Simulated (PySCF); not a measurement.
## Electronic structure of C3H6NSSi (SMILES C=C/C=N/[SiH]S) (doublet) in real space

```csv
atom,x (Å),y (Å),z (Å)
C,-2.7696,0.1237,-0.0687
C,-1.4646,0.4249,-0.2534
C,-0.4036,-0.4137,0.1232
N,0.8547,-0.0411,-0.0949
Si,2.3536,-0.6361,0.1530
S,3.8422,0.7135,-0.5689
H,-3.5524,0.7938,-0.3734
H,-3.0702,-0.8025,0.3904
H,-1.1915,1.3634,-0.7166
H,-0.6371,-1.3655,0.5916
H,3.0528,-1.7822,0.6956
H,2.9869,1.6212,-1.0069
```

Geometry: GFN2-xTB.

These are results of PySCF 2.14.0, density-fitted response routines, UKS B3LYP, pcH-1 on C H N S Si, non-relativistic, mean-field spin-orbit, GIAO, not measurements.

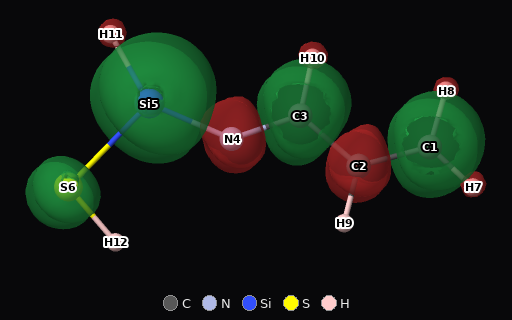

Figure 1. Isosurfaces of the spin density at +0.015 (green) and −0.015 e/Å³ (red), seen at a tilt.

**Describe the spin distribution.**

The unpaired spin (1 electron) lies mostly on Si5 (about 0.4), C3 (about 0.3), C1 (about 0.3) and S6 (about 0.1), in electrons by Hirshfeld's partition.

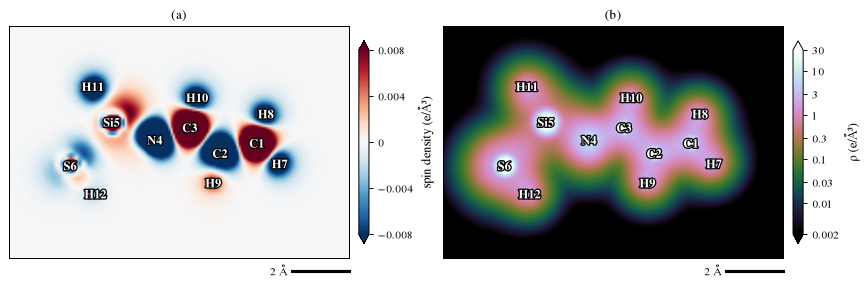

Figure 2. (a) spin density; (b) total electron density on the molecular plane.

**Read the bonding off the picture.**

Atoms in the plane: C, N, Si, S and H.
C–N (1.33 Å): the density is about 2.3 e/Å³ at the midpoint.
C–C (1.35 Å): ρ at the midpoint is about 2.2 e/Å³.
Si–N (1.63 Å): ρ is about 1.2 e/Å³ halfway.
Si–S (2.14 Å): the density is about 0.87 e/Å³ at the midpoint.
C–H (1.07 Å): ρ is about 1.9 e/Å³ halfway.

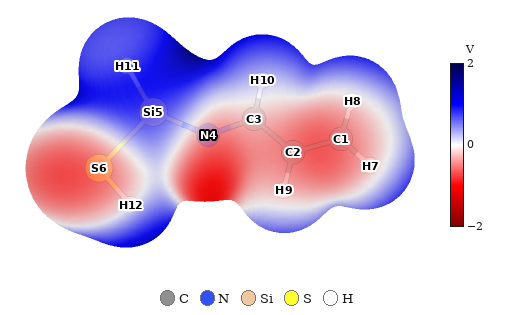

Figure 3. The electrostatic potential painted on the density surface at 0.002 e/bohr³, seen across its widest extent; red is negative and blue positive.

**Describe the electrostatic potential map.**

The most negative region (about −1.0 V) lies over N4, the most positive (about +1.6 V) over Si5. N4 is the likeliest acceptor of a hydrogen bond.
